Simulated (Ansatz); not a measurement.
Consider C$_{2}$H$_{8}$GeOS.

```json
{"atom": "C", "x (Å)": "-1.5058", "y (Å)": "0.1716", "z (Å)": "1.0540"}
{"atom": "C", "x (Å)": "-0.2604", "y (Å)": "0.5358", "z (Å)": "0.2619"}
{"atom": "O", "x (Å)": "0.7425", "y (Å)": "0.9493", "z (Å)": "1.1673"}
{"atom": "Ge", "x (Å)": "0.4568", "y (Å)": "-0.9945", "z (Å)": "-0.8006"}
{"atom": "S", "x (Å)": "2.5433", "y (Å)": "-0.3171", "z (Å)": "-1.3796"}
{"atom": "H", "x (Å)": "-2.3352", "y (Å)": "-0.1117", "z (Å)": "0.3863"}
{"atom": "H", "x (Å)": "-1.8298", "y (Å)": "1.0341", "z (Å)": "1.6597"}
{"atom": "H", "x (Å)": "-1.3060", "y (Å)": "-0.6632", "z (Å)": "1.7445"}
{"atom": "H", "x (Å)": "-0.5102", "y (Å)": "1.3438", "z (Å)": "-0.4583"}
{"atom": "H", "x (Å)": "1.5748", "y (Å)": "1.0416", "z (Å)": "0.6742"}
{"atom": "H", "x (Å)": "-0.3521", "y (Å)": "-1.3572", "z (Å)": "-2.0681"}
{"atom": "H", "x (Å)": "0.6911", "y (Å)": "-2.2339", "z (Å)": "0.0839"}
{"atom": "H", "x (Å)": "2.1114", "y (Å)": "0.5665", "z (Å)": "-2.3106"}
```

These are results of Ansatz, RKS B3LYP-D4/def2-SVP, not measurements.

Predict the electron density and electron localisation function between the atoms.

Answer. C–C (1.52 Å): ρ is about 1.7 e/Å³ halfway; the ELF peaks at about 0.95 between the atoms; a shared electron pair.
C–Ge (2.00 Å): the density is about 0.86 e/Å³ at the midpoint; the ELF peaks at about 0.95 in the valence shell of C, 0.7 Å from its nucleus, and is about 0.75 at the midpoint.
C–H (1.10 Å): ρ is about 1.9 e/Å³ halfway; the ELF climbs to about 1 towards the hydrogen, as it does in any bond to H: a covalent bond by its length.

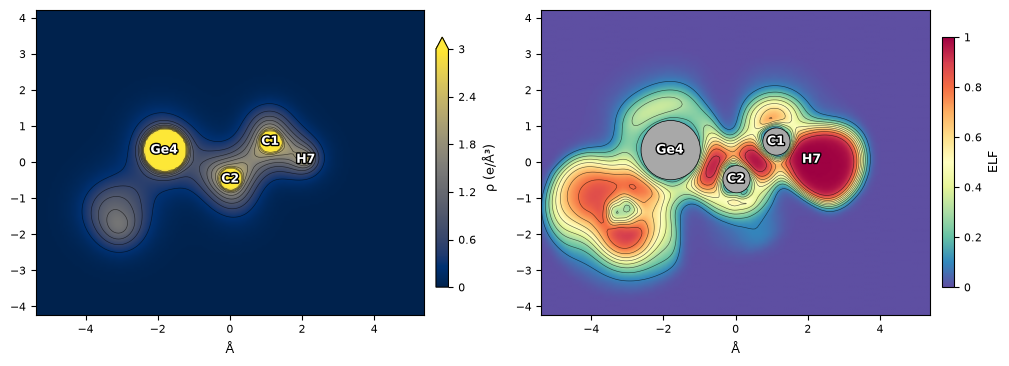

Computed electron density and electron localisation function on the plane of atoms C2, C1 and H7, in this order. Grey discs cover the atomic cores in the ELF map. 
